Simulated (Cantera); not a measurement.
Feed: 1 mol SiHCl3, 53 mol N2, equilibrated at 3.00 mbar.

Method: chemical equilibrium by Gibbs-energy minimisation in Cantera with the NASA 1993 tables (ideal gas, pure condensed phases). Candidate condensed phases: NH4Cl, Si, Si3N4; 28 gas species. N2 is the only nitrogen source here; it is nearly inert below about 1500 K, so the nitride shown seldom forms there in practice. The tables' values for SiCl3 are old estimates; treat these amounts as uncertain. Equilibrium is a limit: real reactors are often held back by kinetics, nucleation or transport.

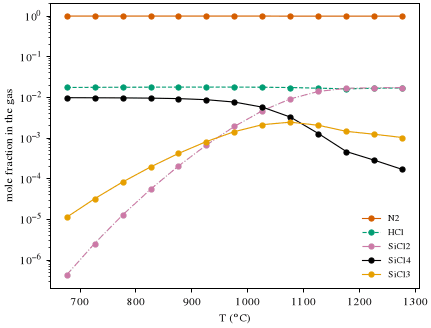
Figure: Equilibrium gas composition (values under 1e-9 drawn at 1e-9)

Task: Read off the mole fractions at 1027 °C.

Result: N2 about 0.97, HCl about 0.017, SiCl4 about 0.0056, SiCl2 about 0.0046, SiCl3 about 0.0021.
